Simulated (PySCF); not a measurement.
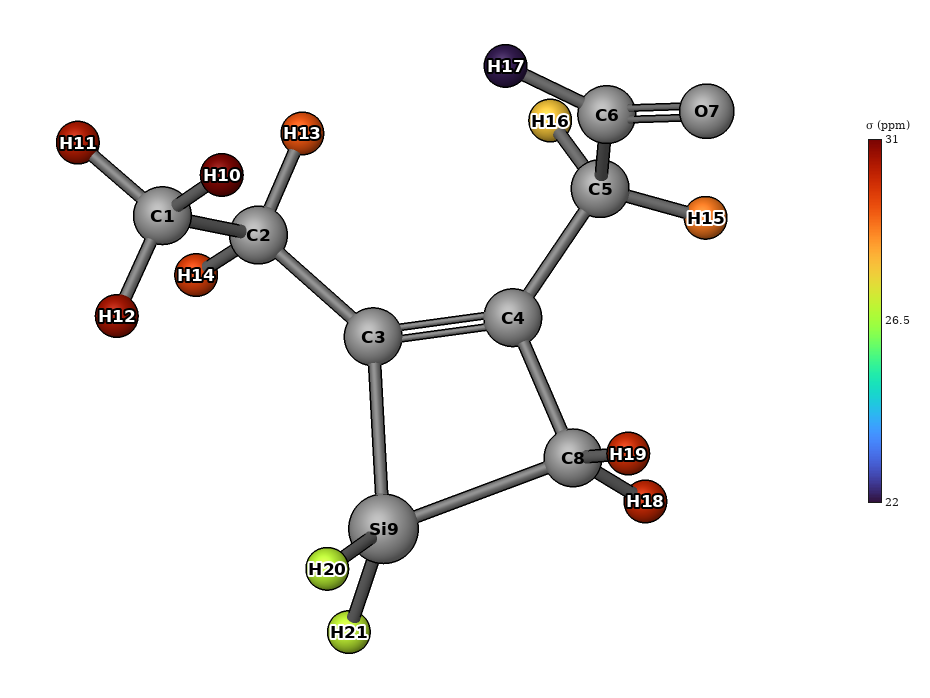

Atoms are coloured by their isotropic NMR shieldings (H only, the others grey). Computed geometry: GFN2-xTB optimisation. No frequency run is at hand to confirm it as a minimum. Properties computed with GIAO PBE0/pcSseg-1 NMR shielding, non-relativistic, gas phase (PySCF 2.14.0).

Question: Which H atom is the most shielded (lowest chemical shift)?

Answer: H10 (30.90 ppm).

Question: Which H atom is the least shielded (highest chemical shift)?

Answer: H17 (22.13 ppm).

Question: How wide is the range of H shifts?

Answer: 8.77 ppm.

Give the isotropic NMR shieldings of the H atoms atom by atom.

```csv
atom,σ (ppm)
H10,30.90
H11,30.31
H12,30.46
H13,29.26
H14,29.57
H15,28.79
H16,27.82
H17,22.13
H18,30.02
H19,29.92
H20,26.83
H21,26.91
```

The geometry is semi-empirical. Around Si such bond lengths and angles can be off by a tenth of an ångström or more and by several degrees, and values that hang on the shape move with them.
